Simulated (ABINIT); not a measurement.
# Cs2InAgCl6 (Fm-3m): making up for missing bands

Can a closure trick stand in for empty bands in GW on Cs2InAgCl6 (Fm-3m)?

Main program and level: ABINIT 10.8.3; PBEsol and many-body steps on it, plane waves.

## 1. Set-up

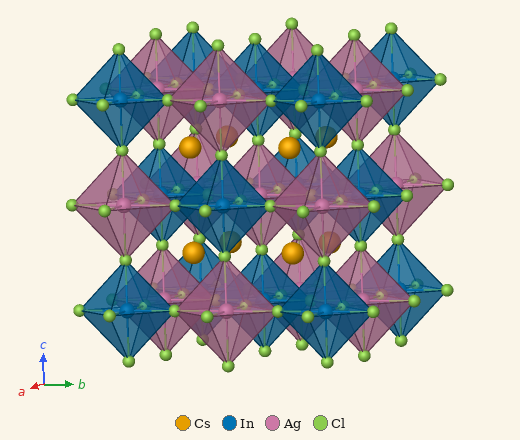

The cell as given, slightly off an axis (caesium orange, indium blue, silver pink, chlorine green). This picture shows the conventional cell, with its axes. Some periodic images of atoms are drawn too.

The cell and positions come from the Crystallography Open Database and are kept as given unless a step says otherwise. Spin-orbit coupling is left out unless a step names it.

## 2. Empty states on the mesh, 2×2×2 mesh, 288 bands

This step: ABINIT 10.8.3; DFT, PBEsol, plane waves, norm-conserving pseudopotentials.

The sums over transitions need many empty states on a uniform mesh; this step solves for them.

run.abi

```
acell 3*1.0 Angstrom
rprim 
  0.000000000000 5.234500000000 5.234500000000
  5.234500000000 0.000000000000 5.234500000000
  5.234500000000 5.234500000000 0.000000000000
ntypat 4
znucl 55 49 47 17
natom 10
typat 1 1 2 3 4 4 4 4 4 4
xred 
  0.250000000000 0.250000000000 0.250000000000
  0.750000000000 0.750000000000 0.750000000000
  0.000000000000 0.000000000000 0.000000000000
  0.500000000000 0.500000000000 0.500000000000
  0.760210000000 0.239790000000 0.239790000000
  0.239790000000 0.760210000000 0.239790000000
  0.239790000000 0.760210000000 0.760210000000
  0.760210000000 0.239790000000 0.760210000000
  0.239790000000 0.239790000000 0.760210000000
  0.760210000000 0.760210000000 0.239790000000
pp_dirpath "pseudos"
pseudos "Cs.upf, In.upf, Ag.upf, Cl.upf"
ecut 37
ngkpt 2 2 2
nshiftk 1
shiftk 0 0 0
kptopt 1
chksymbreak 0
iscf -2
irdden 1
istwfk *1
nband 288
nbdbuf 26
tolwfr 1e-09
nstep 60
prtvol 0
indata_prefix "in"
outdata_prefix "out"
tmpdata_prefix "tmp"
```

Launch:

```console
$ OMP_NUM_THREADS=1 mpirun -n 8 abinit run.abi > log
```

Numbers of over 12 decimals in the logs are rounded to 6 here.

Log:

```text
.Version 10.8.3 of ABINIT. v10.8.2 released Aug 2026.

 Symmetries : space group Fm -3 m (#225); Bravais cF (face-center cubic)
[... echo of the input left out ...]
== DATASET  1 ==================================================================
-   mpi_nproc: 8, omp_nthreads: 1 (-1 if OMP is not activated)
-    --> not optimal distribution: autoparal keyword recommended in input file <--

--- !DatasetInfo
iteration_state: {dtset: 1, }
dimensions: {natom: 10, nkpt: 3, mband: 288, nsppol: 1, nspinor: 1, nspden: 1, mpw: 20827, }
cutoff_energies: {ecut:  37.0, pawecutdg:  -1.0, }
[...]
1.68751    1.68751    1.68751    1.69709    1.69709    1.70531    1.70531    1.70531
   1.71837    1.71844    1.71875    1.72977    1.73028    1.73102    1.73172    1.73465
 prteigrs : prtvol=0 or 1, do not print more k-points.

== END DATASET(S) ==============================================================
================================================================================

 -outvars: echo values of variables after computation  --------
            nband         288
             nkpt           3
          spgroup         225
 [... the other variables as echoed above ...]

 Calculation completed.
```

It took 13 min on 8 MPI ranks of Intel Xeon Platinum 8488C (Sapphire Rapids), shared host; peak memory 1.4 GiB; 1.8 h of CPU time.

Numbers from this step:

* gap: 1.038 eV
* k of the valence top: 0, 0, 0
* k of the conduction bottom: 0, 0, 0
* least direct gap: 1.038 eV
* k points computed: 3
* lowest point of the top converged band, above the valence top: 41.94 eV

On this mesh the gap is 1.038 eV.

The density comes from a self-consistent run that is not shown.

## 3. Screening, 2×2×2 mesh, 262 bands, screening to 122.5 eV

The RPA dielectric matrix is built and inverted for each q.

This step: RPA screening on PBEsol, plane waves, norm-conserving pseudopotentials.

Changes to run.abi since step 2:

```diff
@@ -28,10 +28,11 @@
 chksymbreak 0
-iscf -2
-irdden 1
 istwfk *1
-nband 288
-nbdbuf 26
-tolwfr 1e-09
-nstep 60
-prtvol 0
+occopt 1
+irdwfk 1
+optdriver 3
+nband 262
+ecuteps 4.5
+inclvkb 2
+awtr 1
+symchi 1
 indata_prefix "in"
```

Log:

```text
.Version 10.8.3 of ABINIT. v10.8.2 released Aug 2026.

 Symmetries : space group Fm -3 m (#225); Bravais cF (face-center cubic)
[... echo of the input left out ...]
== DATASET  1 ==================================================================
-   mpi_nproc: 8, omp_nthreads: 1 (-1 if OMP is not activated)

--- !DatasetInfo
iteration_state: {dtset: 1, }
dimensions: {natom: 10, nkpt: 3, mband: 262, nsppol: 1, nspinor: 1, nspden: 1, mpw: 20827, }
cutoff_energies: {ecut:  37.0, pawecutdg:  -1.0, }
electrons: {nelect:   9.20000000E+01, charge:   0.00000000E+00, occopt:   1.00000000E+00, tsmear:   1.00000000E-02, }

 SCREENING: Calculation of the susceptibility and dielectric matrices

 Based on a program developped by R.W. Godby, V. Olevano, G. Onida, and L. Reining.
 Incorporated in ABINIT by V. Olevano, G.-M. Rignanese, and M. Torrent.
.Using double precision arithmetic ; gwpc =  8

[... cell and pseudopotentials left out ...]
--------------------------------------------------------------------------------

 ==== K-mesh for the wavefunctions ====
 Number of points in the irreducible wedge :     3
[... list of points left out ...]
 Together with 48 symmetry operations and time-reversal symmetry
 yields     8 points in the full Brillouin Zone.

 ==== Q-mesh for the screening function ====
 Number of points in the irreducible wedge :     3
[... list of points left out ...]
 Together with 48 symmetry operations and time-reversal symmetry
 yields     8 points in the full Brillouin Zone.

 setmesh: FFT mesh size selected  =    54x   54x   54
          total number of points  =       157464

 vcoul_init : cutoff-mode = AUXILIARY_FUNCTION
 q-points for optical limit:   1
     1)      0.000010    0.000020    0.000030

- screening: taking advantage of time-reversal symmetry
- Maximum band index for partially occupied states nbvw = 46
- Remaining bands to be divided among processors   nbcw = 216
- Number of bands treated by each node ~27

 Number of electrons calculated from density =   92.0000; Expected =   92.0000
 average of density, n =  0.047526
 r_s =    1.7126
 omega_plasma =   21.0292 [eV]

 calculating chi0 at frequencies [eV] :
  1    0.000000E+00    0.000000E+00
  2    0.000000E+00    2.102923E+01

--------------------------------------------------------------------------------
  q-point number  1        q = ( 0.000000, 0.000000, 0.000000) [r.l.u.]
--------------------------------------------------------------------------------
[... chi0 elements left out ...]
 For q-point:  0.000010 0.000020 0.000030
  dielectric constant =   4.0723
  dielectric constant without local fields =   4.5835

  Average fulfillment of the sum rule on Im[epsilon] for q-point    1 :     59.56  [%]
[... wings left out ...]
  q-point number  2        q = ( 0.500000, 0.000000, 0.000000) [r.l.u.]
--------------------------------------------------------------------------------
[... chi0 elements left out ...]
  Average fulfillment of the sum rule on Im[epsilon] for q-point    2 :     64.58  [%]

 [... 1 further q-points ...]
```

It took 4.4 min on 8 MPI ranks; peak memory 9.5 GiB.

This step gave:

```
ε∞ with local fields, on this mesh, along the program's q direction : 4.072
the same without local fields                                       : 4.583
plasma frequency                                                    : 21.03 eV
plane waves in the screening matrix                                 : 893
```

Local fields lower ε∞ by 11 %. On a Γ-centred mesh this coarse the value itself is usually too large, while a short band sum pulls it down.

## 4. 262 bands

The self-energy is evaluated for the states that the input lists, and the levels follow from it, in one-shot runs by the linearised quasiparticle equation.

This step: G0W0 on PBEsol, plane waves, norm-conserving pseudopotentials.

Changes to run.abi since step 3:

```diff
@@ -31,8 +31,15 @@
 irdwfk 1
-optdriver 3
+optdriver 4
 nband 262
+gwcalctyp 0
+ecutsigx 37
+symsigma 1
+nkptgw 1
+kptgw 
+  0.0000000000 0.0000000000 0.0000000000
+bdgw 
+  45 48
 ecuteps 4.5
-inclvkb 2
-awtr 1
-symchi 1
+irdscr 1
+ppmodel 1
 indata_prefix "in"
```

Log:

```text
.Version 10.8.3 of ABINIT. v10.8.2 released Aug 2026.

 Symmetries : space group Fm -3 m (#225); Bravais cF (face-center cubic)
[... echo of the input left out ...]
== DATASET  1 ==================================================================
-   mpi_nproc: 8, omp_nthreads: 1 (-1 if OMP is not activated)

--- !DatasetInfo
iteration_state: {dtset: 1, }
dimensions: {natom: 10, nkpt: 3, mband: 262, nsppol: 1, nspinor: 1, nspden: 1, mpw: 20827, }
cutoff_energies: {ecut:  37.0, pawecutdg:  -1.0, }
electrons: {nelect:   9.20000000E+01, charge:   0.00000000E+00, occopt:   1.00000000E+00, tsmear:   1.00000000E-02, }

 SIGMA: Calculation of the GW corrections

 Based on a program developped by R.W. Godby, V. Olevano, G. Onida, and L. Reining.
 Incorporated in ABINIT by V. Olevano, G.-M. Rignanese, and M. Torrent.
.Using double precision arithmetic ; gwpc =  8

[... cell and pseudopotentials left out ...]
--------------------------------------------------------------------------------

 ==== K-mesh for the wavefunctions ====
 Number of points in the irreducible wedge :     3
[... list of points left out ...]
 Together with 48 symmetry operations and time-reversal symmetry
 yields     8 points in the full Brillouin Zone.

 ==== Q-mesh for screening function ====
 Number of points in the irreducible wedge :     3
[... list of points left out ...]
 Together with 48 symmetry operations and time-reversal symmetry
 yields     8 points in the full Brillouin Zone.

 vcoul_init : cutoff-mode = AUXILIARY_FUNCTION
 q-points for optical limit:   1
     1)      0.000010    0.000020    0.000030
 setmesh: FFT mesh size selected  =    80x   80x   80
          total number of points  =       512000

 Number of electrons calculated from density =   92.0000; Expected =   92.0000
 average of density, n =  0.047526
 r_s =    1.7126
 omega_plasma =   21.0292 [eV]

 === KS Band Gaps ===
  >>>> For spin  1
   Minimum direct gap =   1.0385 [eV], located at k-point      :   0.0000  0.0000  0.0000
   Fundamental gap    =   1.0385 [eV], Top of valence bands at :   0.0000  0.0000  0.0000
                                       Bottom of conduction at :   0.0000  0.0000  0.0000
 SIGMA fundamental parameters:
 PLASMON POLE MODEL  1
 number of plane-waves for SigmaX                20827
 number of plane-waves for SigmaC and W            893
 number of plane-waves for wavefunctions         20827
 number of bands                                   262
 number of independent spin polarizations            1
 number of spinorial components                      1
 number of k-points in IBZ                           3
 number of q-points in IBZ                           3
 number of symmetry operations                      48
 number of k-points in BZ                            8
 number of q-points in BZ                            8
 number of frequencies for dSigma/dE                 9
 frequency step for dSigma/dE [eV]                0.25
 number of omega for Sigma on real axis              0
 max omega for Sigma on real axis  [eV]           0.00
 zcut for avoiding poles [eV]                     0.10

 EPSILON^-1 parameters (SCR file):
 dimension of the eps^-1 matrix on file            893
 dimension of the eps^-1 matrix used               893
 number of plane-waves for wavefunctions         20827
 number of bands                                   262
 number of q-points in IBZ                           3
 number of frequencies                               2
 number of real frequencies                          1
 number of imag frequencies                          1

 matrix elements of self-energy operator (all in [eV])

 Perturbative Calculation

--- !SelfEnergy_ee
iteration_state: {dtset: 1, }
kpoint     : [   0.000,    0.000,    0.000, ]
spin       : 1
KS_gap     :    1.039
QP_gap     :    2.629
Delta_QP_KS:    1.590
data: !SigmaeeData |
     Band     E0 <VxcDFT>   SigX SigC(E0)      Z dSigC/dE  Sig(E)    E-E0       E
       45   2.000 -20.134 -24.310   3.634   0.789  -0.268 -20.561  -0.427   1.573
       46   2.000 -20.134 -24.310   3.634   0.789  -0.268 -20.561  -0.427   1.573
       47   3.039 -12.327  -8.154  -2.764   0.825  -0.212 -11.165   1.163   4.202
       48   7.082  -7.675  -3.449  -3.181   0.855  -0.170  -6.782   0.894   7.976

== END DATASET(S) ==============================================================
================================================================================

 -outvars: echo values of variables after computation  --------
           etotal      0.0000000000E+00
            nband         262
             nkpt           3
          spgroup         225
 [... the other variables as echoed above ...]

 Calculation completed.
```

Wall time 27 s (8 MPI ranks); peak memory 5.4 GiB; 3.5 min of CPU time.

This step gave:

| Item | Value |
| --- | --- |
| G0W0 gap on the points computed | 2.629 eV |
| starting gap on the mesh | 1.038 eV |
| k of the valence top | 0, 0, 0 |
| k of the conduction bottom | 0, 0, 0 |
| Z at the valence top | 0.789 |
| Z at the conduction bottom | 0.825 |
| least direct G0W0 gap on the computed points | 2.629 eV |

The gap on the mesh goes from 1.04 eV to 2.63 eV, a correction of +1.59 eV.

## 5. Screening, 2×2×2 mesh, 65 bands, screening to 122.5 eV

This step: RPA screening on PBEsol, plane waves, norm-conserving pseudopotentials.

Changes to run.abi since step 4:

```diff
@@ -31,15 +31,8 @@
 irdwfk 1
-optdriver 4
-nband 262
-gwcalctyp 0
-ecutsigx 37
-symsigma 1
-nkptgw 1
-kptgw 
-  0.0000000000 0.0000000000 0.0000000000
-bdgw 
-  45 48
+optdriver 3
+nband 65
 ecuteps 4.5
-irdscr 1
-ppmodel 1
+inclvkb 2
+awtr 1
+symchi 1
 indata_prefix "in"
```

Log:

```text
.Version 10.8.3 of ABINIT. v10.8.2 released Aug 2026.

 Symmetries : space group Fm -3 m (#225); Bravais cF (face-center cubic)
[... echo of the input left out ...]
== DATASET  1 ==================================================================
-   mpi_nproc: 8, omp_nthreads: 1 (-1 if OMP is not activated)

--- !DatasetInfo
iteration_state: {dtset: 1, }
dimensions: {natom: 10, nkpt: 3, mband: 65, nsppol: 1, nspinor: 1, nspden: 1, mpw: 20827, }
cutoff_energies: {ecut:  37.0, pawecutdg:  -1.0, }
electrons: {nelect:   9.20000000E+01, charge:   0.00000000E+00, occopt:   1.00000000E+00, tsmear:   1.00000000E-02, }

 SCREENING: Calculation of the susceptibility and dielectric matrices

 Based on a program developped by R.W. Godby, V. Olevano, G. Onida, and L. Reining.
 Incorporated in ABINIT by V. Olevano, G.-M. Rignanese, and M. Torrent.
.Using double precision arithmetic ; gwpc =  8

[... cell and pseudopotentials left out ...]
--------------------------------------------------------------------------------

 ==== K-mesh for the wavefunctions ====
 Number of points in the irreducible wedge :     3
[... list of points left out ...]
 Together with 48 symmetry operations and time-reversal symmetry
 yields     8 points in the full Brillouin Zone.

 ==== Q-mesh for the screening function ====
 Number of points in the irreducible wedge :     3
[... list of points left out ...]
 Together with 48 symmetry operations and time-reversal symmetry
 yields     8 points in the full Brillouin Zone.

 setmesh: FFT mesh size selected  =    54x   54x   54
          total number of points  =       157464

 vcoul_init : cutoff-mode = AUXILIARY_FUNCTION
 q-points for optical limit:   1
     1)      0.000010    0.000020    0.000030

- screening: taking advantage of time-reversal symmetry
- Maximum band index for partially occupied states nbvw = 46
- Remaining bands to be divided among processors   nbcw = 19
- Number of bands treated by each node ~2

 Number of electrons calculated from density =   92.0000; Expected =   92.0000
 average of density, n =  0.047526
 r_s =    1.7126
 omega_plasma =   21.0292 [eV]

 calculating chi0 at frequencies [eV] :
  1    0.000000E+00    0.000000E+00
  2    0.000000E+00    2.102923E+01

--------------------------------------------------------------------------------
  q-point number  1        q = ( 0.000000, 0.000000, 0.000000) [r.l.u.]
--------------------------------------------------------------------------------
[... chi0 elements left out ...]
 For q-point:  0.000010 0.000020 0.000030
  dielectric constant =   3.6746
  dielectric constant without local fields =   3.9217

  Average fulfillment of the sum rule on Im[epsilon] for q-point    1 :     13.00  [%]
[... wings left out ...]
  q-point number  2        q = ( 0.500000, 0.000000, 0.000000) [r.l.u.]
--------------------------------------------------------------------------------
[... chi0 elements left out ...]
  Average fulfillment of the sum rule on Im[epsilon] for q-point    2 :     19.41  [%]

 [... 1 further q-points ...]
```

The job ended after 30 s (8 MPI ranks; peak memory 7.1 GiB; 4 min of CPU time).

This step gave:

```yaml
eps_infinity_with_local_fields_on_this_mesh_along_the_program_s_q_direction: 3.675
the_same_without_local_fields: 3.922
plasma_frequency: 21.03 eV
plane_waves_in_the_screening_matrix: 893
```

[end of part 1 of 2]

[Paths, hosts, dates, memory and timing lines, banners, echoed tables and standing remarks are left out of the program output.]

[Logs are printed without paths, hosts, clocks, repeated set-up lines and the standing remarks that a program may print on its own settings, such as how far it seeks lower states.]

[Runs of the session that timed out or met a known fault of the program may be left out.]

[Hosts, paths, dates, database ids (printed as entryN), source tags and the programs' standing remarks are cut or masked in the printed files.]

[G0W0 gaps are taken among the corrected bands and points alone; a level outside them can change the order at an edge.]

[Where Ansatz stands beside ABINIT at settings called matched, ABINIT's density can come from a denser mesh and the files from another edition; pairs whose starting gaps differed by over 0.03 eV were left out, so agreement reads better than it is.]
